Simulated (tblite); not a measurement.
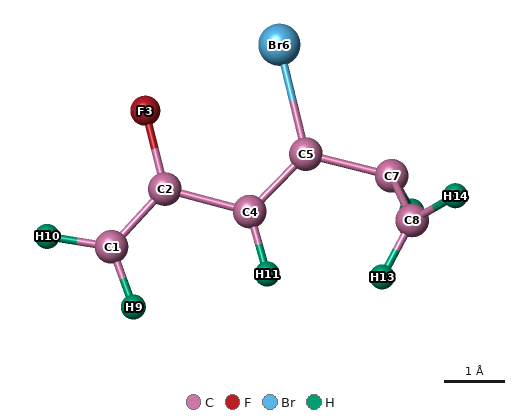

Starting structure of C6H6BrF (charge +1, multiplicity 2). A ball-and-stick model, seen at a tilt.

Computed with GFN2-xTB geometry optimisation, gas phase (tblite 0.8.0).

```xyz
14

C    -2.0183   -1.7160   -0.3552
C    -1.6134   -0.7427    0.4391
F    -2.2799   -0.3608    1.5606
C    -0.3478   -0.0738    0.0958
C     0.1153    0.9031    0.8980
Br   -0.8267    1.4684    2.4486
C     1.3821    1.5939    0.5638
C     2.5417    0.6645    0.4208
H    -1.4056   -1.9517   -1.2118
H    -2.9456   -2.2709   -0.1910
H     0.2226   -0.3763   -0.7869
H     1.3000    2.1948   -0.3552
H     2.4694   -0.0997   -0.3420
H     3.4055    0.7666    1.0732
```

Where does the relaxation end?

Answer. Over 88 geometry steps the energy falls by 3.573 eV. H12 moves most after the best rigid fit: 1.79 Å. Largest moves by element: H 1.79 Å, Br 0.60 Å, F 0.59 Å, C 0.40 Å. Among the contacts that change: F3–Br6 2.499 → 2.853 Å, C7–C8 1.493 → 1.346 Å, C2–C4 1.472 → 1.418 Å, C5–C7 1.481 → 1.438 Å. Among the angles between lasting bonds that change: C5–C7–C8 113.3° → 126.5°, C8–C7–H12 108.5° → 118.5°, C2–C4–C5 119.1° → 129.0°. The run took 0.96 s on 1 thread of Arm Neoverse N1, on a shared host.

The structure at the end:

```xyz
14

C    -2.0475   -1.8551   -0.3840
C    -1.6653   -0.7523    0.3179
F    -2.5709   -0.1686    1.0903
C    -0.3589   -0.2033    0.2657
C     0.1495    0.9027    0.9284
Br   -0.9248    1.9394    2.0837
C     1.5095    1.3498    0.7967
C     2.4690    0.7830    0.0417
H    -1.3654   -2.3823   -1.0278
H    -3.0585   -2.2242   -0.3004
H     0.3200   -0.7378   -0.3853
H     1.7593    2.2311    1.3735
H     2.3251   -0.0944   -0.5667
H     3.4583    1.2115    0.0240
```

After the run, drawn alike:

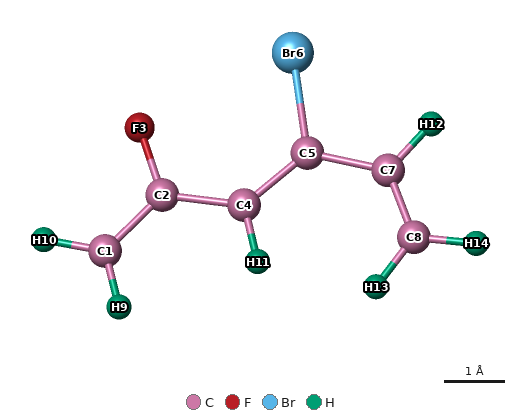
